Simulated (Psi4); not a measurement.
# quartet GeH3O at 3 levels

Aim: a comparison of 3 runs (UBHLYP/def2-TZVP, UM06-2X/def2-TZVP, UM06-L/def2-TZVP) of quartet GeH3O. 

The results are computed with Psi4 1.11.

1 further run of the same task is left out (it didn't finish).

## 1. The system as given

GeH3O has 5 atoms, charge 0, and is taken as a quartet. As SMILES of the parent species, `[O][GeH3]`. The shape is that of a PBE0-D4/def2-TZVP optimisation. That shape belongs to the parent species and isn't relaxed for this state.

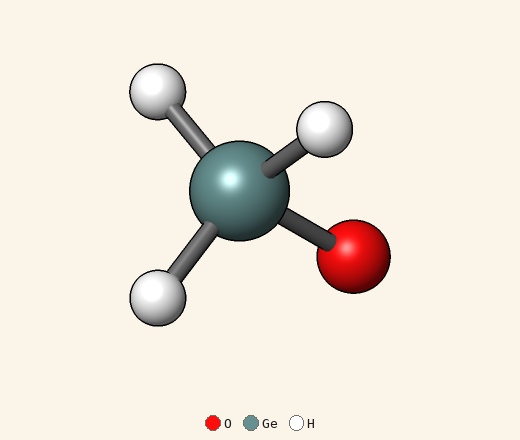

The structure, seen from a chosen angle (oxygen red, germanium teal, hydrogen white).

## 2. Energy and forces at UBHLYP/def2-TZVP (run 1)

Input file geh3o.xyz:

```xyz
5
GeH3O
O     -1.443900     0.418600     0.777300
Ge     0.072300    -0.056300    -0.056900
H     -0.162200    -0.091200    -1.574700
H      0.548000    -1.418100     0.471500
H      1.035700     1.073400     0.341400
```

Input file run_ase.py:

```python
import numpy as np
from ase.calculators.psi4 import Psi4
from ase.io import read

a = read('geh3o.xyz')
calc = Psi4(atoms=a, method='bhhlyp', basis='def2-TZVP', memory='2200MB', num_threads=1, charge=0, multiplicity=4, label='calc', reference='uks')
calc.psi4.set_options({'puream': True, 'e_convergence': 1e-09, 'd_convergence': 1e-08, 'scf_type': 'pk', 'dft_radial_points': 99, 'dft_spherical_points': 590, 'maxiter': 100})
a.calc = calc

forces = a.get_forces()
print(f'energy: {a.get_potential_energy():.6f} eV')
print('forces / eV A^-1')
print(np.round(forces, 5))
```

The run is started by

```
python run_ase.py
```

calc.dat:

```text
[...]
  Running in c1 symmetry.
[...]
  Nuclear repulsion =  113.909881399441815
[...]
  Multiplicity = 4
[...]
  Nalpha       = 23
  Nbeta        = 20
[...]
    Number of basis functions: 97
[...]
   @UKS iter   1: -2152.07808748552816   -1.99540e+00   3.13418e-02 DIIS/ADIIS
[...]
   @UKS iter  18: -2153.69066243158068   -1.68257e-11   9.91212e-09 DIIS
[...]
   @S^2 Observed:                3.765251598E+00
[...]
  @UKS Final Energy: -2153.69066243158068
   => Energetics <=
    Nuclear Repulsion Energy =            113.9098813994418151
    One-Electron Energy =               -3226.2961451923629284
    Two-Electron Energy =                1003.9915079512613829
    DFT Exchange-Correlation Energy =     -45.2959065899210884
    Empirical Dispersion Energy =           0.0000000000000000
    VV10 Nonlocal Energy =                  0.0000000000000000
    Total Energy =                      -2153.6906624315806766
[...]
 Multipole Moments:
 ------------------------------------------------------------------------------------
     Multipole            Electronic (a.u.)      Nuclear  (a.u.)        Total (a.u.)
 ------------------------------------------------------------------------------------
 L = 1.  Multiply by 2.5417464519 to convert [e a0] to [Debye]
 Dipole X            :          0.0735435           -0.5033161           -0.4297727
 Dipole Y            :         -0.0507524            0.2688943            0.2181419
 Dipole Z            :         -0.0585908            0.3491948            0.2906040
 Magnitude           :                                                    0.5627976
[...]
  -Total Gradient:
     Atom            X                  Y                   Z
    ------   -----------------  -----------------  -----------------
       1        0.096009256903    -0.036742780965    -0.057149814030
       2       -0.098618353106     0.041562601506     0.061172132464
       3       -0.002302874275    -0.001079093563    -0.002554424367
       4       -0.001103864254    -0.003316385757     0.000892752994
       5        0.006017852550    -0.000424345129    -0.002361352200
[...]
```

On the terminal:

```text
energy: -58604.907993 eV
forces / eV A^-1
[[-4.93699  1.88939  2.93876]
 [ 5.07116 -2.13723 -3.1456 ]
 [ 0.11842  0.05549  0.13135]
 [ 0.05676  0.17054 -0.04591]
 [-0.30945  0.02182  0.12143]]
```

Wall time 24 s (1 thread of Intel Xeon 6975P-C (Granite Rapids), shared host); peak memory 1.1 GiB.

## 3. Energy and forces at UM06-2X/def2-TZVP (run 2)

geh3o.xyz is that of step 2.

Input file geh3o_ase.py:

```python
import numpy as np
from ase.calculators.psi4 import Psi4
from ase.io import read

a = read('geh3o.xyz')
calc = Psi4(atoms=a, method='m06-2x', basis='def2-TZVP', memory='2200MB', num_threads=1, charge=0, multiplicity=4, label='calc', reference='uks')
calc.psi4.set_options({'puream': True, 'e_convergence': 1e-09, 'd_convergence': 1e-08, 'scf_type': 'pk', 'dft_radial_points': 99, 'dft_spherical_points': 590, 'maxiter': 100})
a.calc = calc

forces = a.get_forces()
print(f'energy: {a.get_potential_energy():.6f} eV')
print('forces / eV A^-1')
print(np.round(forces, 5))
```

The run is started by

```
python geh3o_ase.py
```

calc.dat:

```text
[...]
  Running in c1 symmetry.
[...]
  Nuclear repulsion =  113.909881399441815
[...]
  Multiplicity = 4
[...]
  Nalpha       = 23
  Nbeta        = 20
[...]
    Number of basis functions: 97
[...]
   @UKS iter   1: -2152.09523283366889   -1.99688e+00   3.13719e-02 ADIIS/DIIS
[...]
   @UKS iter  19: -2153.70358582012068   -1.63709e-11   9.88104e-09 DIIS
[...]
   @S^2 Observed:                3.764186354E+00
[...]
  @UKS Final Energy: -2153.70358582012068
   => Energetics <=
    Nuclear Repulsion Energy =            113.9098813994418151
    One-Electron Energy =               -3226.0960846239577222
    Two-Electron Energy =                1000.3262248191159642
    DFT Exchange-Correlation Energy =     -41.8436074147208714
    Empirical Dispersion Energy =           0.0000000000000000
    VV10 Nonlocal Energy =                  0.0000000000000000
    Total Energy =                      -2153.7035858201206793
[...]
 Multipole Moments:
 ------------------------------------------------------------------------------------
     Multipole            Electronic (a.u.)      Nuclear  (a.u.)        Total (a.u.)
 ------------------------------------------------------------------------------------
 L = 1.  Multiply by 2.5417464519 to convert [e a0] to [Debye]
 Dipole X            :          0.2398341           -0.5033161           -0.2634820
 Dipole Y            :         -0.0812643            0.2688943            0.1876300
 Dipole Z            :         -0.1360765            0.3491948            0.2131183
 Magnitude           :                                                    0.3873593
[...]
  -Total Gradient:
     Atom            X                  Y                   Z
    ------   -----------------  -----------------  -----------------
       1        0.081742961737    -0.033267155535    -0.049944283995
       2       -0.084260326356     0.039763669365     0.055025761719
       3        0.000284953863    -0.001301766002     0.002882809184
       4       -0.001435291561     0.001916053667    -0.002081061677
       5        0.003610035603    -0.007080469225    -0.005845927099
[...]
```

On the terminal:

```text
energy: -58605.259656 eV
forces / eV A^-1
[[-4.20339  1.71067  2.56824]
 [ 4.33284 -2.04473 -2.82954]
 [-0.01465  0.06694 -0.14824]
 [ 0.07381 -0.09853  0.10701]
 [-0.18564  0.36409  0.30061]]
```

Run time: 43 s. Hardware: 1 thread of Intel Xeon 6975P-C (Granite Rapids), shared host; peak memory 1.3 GiB.

## 4. Energy and gradient at UM06-L/def2-TZVP (run 3)

Input file run.py:

```python
import psi4

psi4.set_memory(2200000000)
psi4.set_num_threads(1)
psi4.core.set_output_file('geh3o.out', False)

geom = psi4.geometry("""
0 4
O     -2.72857555     0.79103936     1.46888412
Ge     0.13662720    -0.10639158    -0.10752542
H     -0.30651358    -0.17234302    -2.97575173
H      1.03556992    -2.67982062     0.89100587
H      1.95718935     2.02843202     0.64515250
units bohr
symmetry c1
no_reorient
no_com
""")

options = {'basis': 'def2-TZVP', 'reference': 'uks', 'puream': True, 'e_convergence': 1e-09, 'd_convergence': 1e-08, 'scf_type': 'pk', 'dft_radial_points': 99, 'dft_spherical_points': 590, 'maxiter': 100}
psi4.set_options(options)

e = psi4.gradient("M06-L")
print('gradient / Eh bohr^-1')
print(e.np.round(6))
for k, v in sorted(psi4.core.scalar_variables().items()):
    print(f'{k:45s} {v:18.10f}')
```

The run is started by

```
python run.py
```

geh3o.out:

```text
[...]
  Running in c1 symmetry.
[...]
  Nuclear repulsion =  113.909881341768397
[...]
  Multiplicity = 4
[...]
  Nalpha       = 23
  Nbeta        = 20
[...]
    Number of basis functions: 97
[...]
   @UKS iter   1: -2151.81979726641566   -1.24208e+00   3.35175e-02 DIIS/ADIIS
[...]
   @UKS iter  18: -2153.68427040459073   -3.18323e-12   6.57138e-09 DIIS
[...]
   @S^2 Observed:                3.762621393E+00
[...]
  @UKS Final Energy: -2153.68427040459073
   => Energetics <=
    Nuclear Repulsion Energy =            113.9098813417683971
    One-Electron Energy =               -3226.4048362711450864
    Two-Electron Energy =                1047.4102316012940719
    DFT Exchange-Correlation Energy =     -88.5995470765082445
    Empirical Dispersion Energy =           0.0000000000000000
    VV10 Nonlocal Energy =                  0.0000000000000000
    Total Energy =                      -2153.6842704045907340
[...]
 Multipole Moments:
 ------------------------------------------------------------------------------------
     Multipole            Electronic (a.u.)      Nuclear  (a.u.)        Total (a.u.)
 ------------------------------------------------------------------------------------
 L = 1.  Multiply by 2.5417464519 to convert [e a0] to [Debye]
 Dipole X            :         14.6142611          -14.7702883           -0.1560272
 Dipole Y            :         -1.9816010            2.1000527            0.1184517
 Dipole Z            :         -6.7396963            6.8706662            0.1309699
 Magnitude           :                                                    0.2356447
[...]
  -Total Gradient:
     Atom            X                  Y                   Z
    ------   -----------------  -----------------  -----------------
       1        0.073254469309    -0.029408216703    -0.044495165990
       2       -0.072679884096     0.033449026208     0.046911023688
       3       -0.000563930845    -0.000325299995     0.003236333006
       4       -0.002024749931     0.002410405106    -0.000978373246
       5        0.002049333320    -0.006146871040    -0.004699053281
[...]
```

Standard output:

```text
gradient / Eh bohr^-1
[[ 0.073254 -0.029408 -0.044495]
 [-0.07268   0.033449  0.046911]
 [-0.000564 -0.000325  0.003236]
 [-0.002025  0.00241  -0.000978]
 [ 0.002049 -0.006147 -0.004699]]
CURRENT ENERGY                                  -2153.6842704046
CURRENT REFERENCE ENERGY                        -2153.6842704046
DD SOLVATION ENERGY                                 0.0000000000
DFT FUNCTIONAL TOTAL ENERGY                     -2153.6842704046
DFT TOTAL ENERGY                                -2153.6842704046
DFT VV10 ENERGY                                     0.0000000000
DFT XC ENERGY                                     -88.5995470765
GRID ELECTRONS ALPHA                               22.9999999134
GRID ELECTRONS BETA                                20.0000000293
GRID ELECTRONS TOTAL                               42.9999999427
NUCLEAR REPULSION ENERGY                          113.9098813418
ONE-ELECTRON ENERGY                             -3226.4048362711
PCM POLARIZATION ENERGY                             0.0000000000
PE ENERGY                                           0.0000000000
SCF ITERATION ENERGY                            -2153.6842704046
SCF ITERATIONS                                     18.0000000000
SCF TOTAL ENERGY                                -2153.6842704046
TWO-ELECTRON ENERGY                              1047.4102316013
XC GRID RADIAL POINTS                              99.0000000000
XC GRID SPHERICAL POINTS                          590.0000000000
XC GRID TOTAL POINTS                           278566.0000000000
```

Wall time 42 s (1 thread of Intel Xeon 6975P-C (Granite Rapids), shared host); peak memory 1.2 GiB.

## 5. All runs side by side

```csv
run,level,energy (Eh),dipole moment (D),HOMO energy (eV),⟨S²⟩,wall time
1,UBHLYP/def2-TZVP,-2153.690662,1.43,-3.02,3.765,24 s
2,UM06-2X/def2-TZVP,-2153.703586,0.98,-3.21,3.764,43 s
3,UM06-L/def2-TZVP,-2153.684270,0.60,-1.44,3.763,42 s
```

## 6. What came out

| quantity | value |
| --- | --- |
| run 3: total energy | -2153.68427 Eh |
| run 3: dipole moment | 0.60 D |
| run 3: HOMO energy (highest over α and β) | -1.44 eV |
| run 3: ⟨S²⟩ | 3.763 |
| run 3: largest force on an atom | 4.769 eV/Å |

**Reading.** The dipole moment (its size) runs from 0.60 D (UM06-L/def2-TZVP) to 1.43 D (UBHLYP/def2-TZVP). Totals of different functionals can't be ranked against each other. All runs together took 1.8 min, the longest 43 s.
